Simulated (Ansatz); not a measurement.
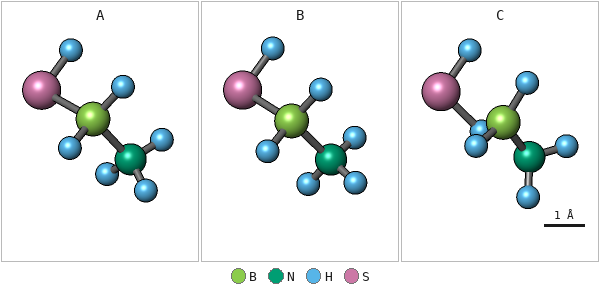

3 geometries from a converged minimum-energy path of BNH6S, made up at the start of BNH4 and H₂S, shuffled. The picture is a ball-and-stick view, seen from a free direction.

The calculation used RKS PBE/def2-SVP (Ansatz). Settings: 7 movable images; climbing image; force threshold 0.05 eV/Å; iteration limit 60; starting path through a guess of the saddle point.

Q: Which of them lies highest in energy?

A: C. In order along the path, whose images run from 0 to 8: C (image 4, +57.1 kJ/mol), A (image 7, −41.3 kJ/mol), B (image 8, −43.0 kJ/mol). Breaking: H–S (1.36 → 2.91 Å). Forming: B–S (3.84 → 1.90 Å), H–N (2.50 → 1.03 Å).

Limits of the set-up: the start holds two separate molecules, 2.5 Å apart at their closest, whose relative position is a soft coordinate and is computed without a dispersion correction.
